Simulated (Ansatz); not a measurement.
Input

```
crystal:
  periodic: [false, false, false]
  atoms:
    - { symbol: Ga, position_ang: [0.0, 0.0, 0.0] }
    - { symbol: H, position_ang: [0.0, 0.0, 1.82] }
    - { symbol: H, position_ang: [1.3596, 0.0, -0.785] }
    - { symbol: H, position_ang: [-1.3596, 0.0, -0.785] }
    - { symbol: C, position_ang: [0.0, 0.0, 3.23] }
    - { symbol: H, position_ang: [-0.5653, -0.8805, 3.6005] }
    - { symbol: H, position_ang: [1.0452, -0.0494, 3.6005] }
    - { symbol: H, position_ang: [-0.4798, 0.9298, 3.6005] }
magnetization:
  spin_polarized: true
  initial_magnetization: 1
basis:
  gaussian: { orbitals: def2-SVP }
hamiltonian:
  xc: b3lyp
relax:
  f_tol: 0.15
  max_steps: 25
  restrain:
    - { distance: [1, 4], at: 2.31, k: 30.0 }
    - { distance: [0, 1], at: 1.57, k: 30.0 }
output:
  orbitals: {}
```

Run with:

```sh
ansatz run input.yaml --threads 2 --pin off --max-ram 3072MiB --backend cpu --events-out ev --progress --plain --runs-dir out
```

The fields are those of the relaxed geometry.

Theory: UKS B3LYP/def2-SVP (Ansatz 0.2.0).

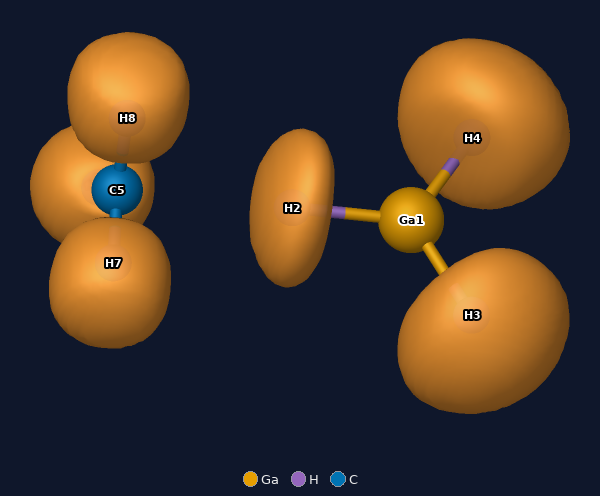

GaH3···CH3 (doublet). Isosurface of the electron localisation function at 0.9 (orange), seen at a tilt. Core shells and regions of very low density are left out.

Identify the bonds, lone pairs and shells in this picture.

Answer. The surface consists of six regions around hydrogen nuclei.

Values along the shortest contacts:
C5···H2 (2.32 Å): the ELF dips to about 0.10 between them. C–H (1.09 Å): the ELF climbs to about 1 towards the hydrogen, as it does in any bond to H: a covalent bond by its length.
